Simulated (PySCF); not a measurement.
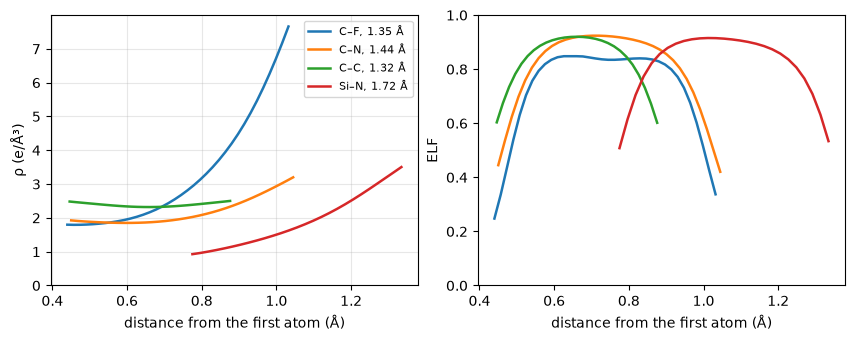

Figure 1: C4H10F2N2Si. Total electron density and ELF along straight lines between neighbouring atoms. The curves leave out the atomic cores.

Geometry: GFN2-xTB.

Theory: PBE0/pcSseg-1, SCF density, gas phase, non-relativistic in PySCF.

```yaml
atoms:
  - { symbol: N, position_ang: [3.4832, 0.4557, -1.1547] }
  - { symbol: Si, position_ang: [2.1107, 0.6492, -0.1308] }
  - { symbol: N, position_ang: [1.3198, -0.8732, -0.2814] }
  - { symbol: C, position_ang: [0.1316, -1.2073, 0.4623] }
  - { symbol: C, position_ang: [-1.1151, -0.6229, -0.1294] }
  - { symbol: C, position_ang: [-1.9994, 0.0917, 0.5453] }
  - { symbol: C, position_ang: [-3.2441, 0.6685, -0.0562] }
  - { symbol: F, position_ang: [-3.3621, 0.3854, -1.3747] }
  - { symbol: F, position_ang: [-4.3536, 0.1474, 0.5403] }
  - { symbol: H, position_ang: [4.0961, 1.2462, -1.2608] }
  - { symbol: H, position_ang: [4.0319, -0.3838, -1.0550] }
  - { symbol: H, position_ang: [1.4182, 1.8352, -0.6518] }
  - { symbol: H, position_ang: [2.3419, 0.7989, 1.3135] }
  - { symbol: H, position_ang: [1.3095, -1.2805, -1.2052] }
  - { symbol: H, position_ang: [0.2587, -0.8518, 1.4862] }
  - { symbol: H, position_ang: [0.0225, -2.3002, 0.4888] }
  - { symbol: H, position_ang: [-1.2536, -0.7964, -1.1889] }
  - { symbol: H, position_ang: [-1.8986, 0.2824, 1.6035] }
  - { symbol: H, position_ang: [-3.3071, 1.7647, 0.0567] }
```

### What kind of bonding do the profiles show?

C–F (1.35 Å): ρ at the midpoint is about 2.2 e/Å³, with its minimum of 1.8 e/Å³ about 0.5 Å from C; the ELF peaks at about 0.85 between the atoms; a shared but strongly polarised pair.
C–N (1.44 Å): the density is about 1.9 e/Å³ at the midpoint; the ELF peaks at about 0.90 between the atoms: a covalent bond.
C–C (1.32 Å): ρ is about 2.3 e/Å³ halfway; the ELF peaks at about 0.90 between the atoms; a short, multiple covalent bond.
Si–N (1.72 Å): ρ at the midpoint is about 1.1 e/Å³; the ELF peaks at about 0.90 between the atoms; a shared but strongly polarised pair.
